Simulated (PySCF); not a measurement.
CH₆O₂Si₂, SMILES C([SiH2]O[SiH3])=O at its GFN2-xTB optimised geometry (Å):

```
11

O      0.8616     1.6712     0.0035
C      1.7057     0.8093     0.0015
Si     1.2224    -1.0490     0.0000
O     -0.3830    -1.0490     0.0000
Si    -1.7154    -0.0851     0.0000
H      2.7760     1.1069     0.0006
H      1.6949    -1.6712     1.2319
H      1.6949    -1.6692    -1.2329
H     -1.7048     0.7152    -1.2178
H     -2.7760    -1.0925    -0.0034
H     -1.7078     0.7104     1.2210
```

Method: PBE/def2-TZVP (PySCF).

Map of the electrostatic potential (hartree/e), clipped to [-0.08, 0.12] on the plane z = 1.0 Å:

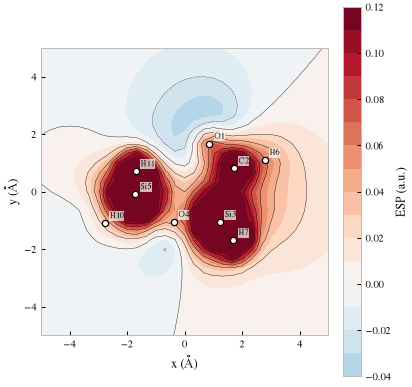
*Electrostatic potential (hartree/e), clipped to [-0.08, 0.12] on the plane z = 1.0 Å.*
